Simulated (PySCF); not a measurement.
C3H15N2PSi2

| atom | x (Å) | y (Å) | z (Å) |
| --- | --- | --- | --- |
| C | 2.6488 | 0.9587 | -0.5826 |
| N | 1.2284 | 1.1428 | -0.4103 |
| Si | 0.2480 | -0.1401 | 0.2257 |
| Si | 0.3893 | -1.8929 | -1.3164 |
| P | 0.8725 | -0.6579 | 2.3462 |
| N | -1.2993 | 0.6148 | 0.3953 |
| C | -2.2553 | 0.1209 | 1.3486 |
| C | -1.9295 | 1.1606 | -0.7789 |
| H | 3.1934 | 0.9543 | 0.3705 |
| H | 3.0571 | 1.7516 | -1.2104 |
| H | 2.8204 | 0.0019 | -1.0745 |
| H | 1.0196 | 2.0703 | -0.0656 |
| H | 0.3740 | -1.4378 | -2.7101 |
| H | 1.6067 | -2.7004 | -1.1583 |
| H | -0.7300 | -2.8348 | -1.1783 |
| H | 0.4188 | -1.9650 | 2.2970 |
| H | 2.1403 | -1.0345 | 1.9460 |
| H | -2.9256 | 0.9287 | 1.6543 |
| H | -1.7307 | -0.2465 | 2.2300 |
| H | -2.8673 | -0.6935 | 0.9378 |
| H | -2.5796 | 1.9930 | -0.4969 |
| H | -2.5391 | 0.4110 | -1.2991 |
| H | -1.1656 | 1.5220 | -1.4600 |

Geometry: GFN2-xTB.

These are results of PBE0/pcSseg-1, SCF density, gas phase, non-relativistic in PySCF, not measurements.

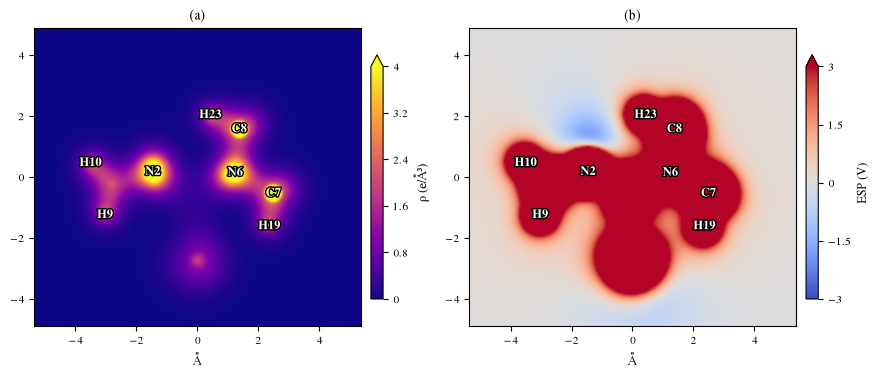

Figure 1. (a) total electron density; (b) molecular electrostatic potential on the plane of atoms N6, C7 and H19.

### Interpret the plot.

Atoms in the plane: N, C and H.
C–N (1.44 Å): ρ is about 2 e/Å³ halfway.
C–H (1.09 Å): ρ is about 2 e/Å³ halfway.
Outside the dense part of the molecule the potential is most negative (−1.7 V) near N2.

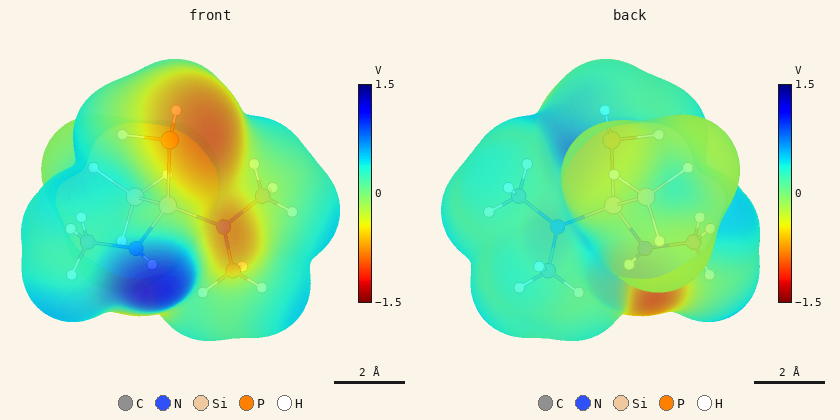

Figure 2. The electrostatic potential painted on the density surface at 0.001 e/bohr³, seen from the front and from behind; red is negative and blue positive.

### Where is the surface potential most negative and most positive?

The most negative region (about −0.9 V) lies over N2 and P5, the most positive (about +1.1 V) over H12.
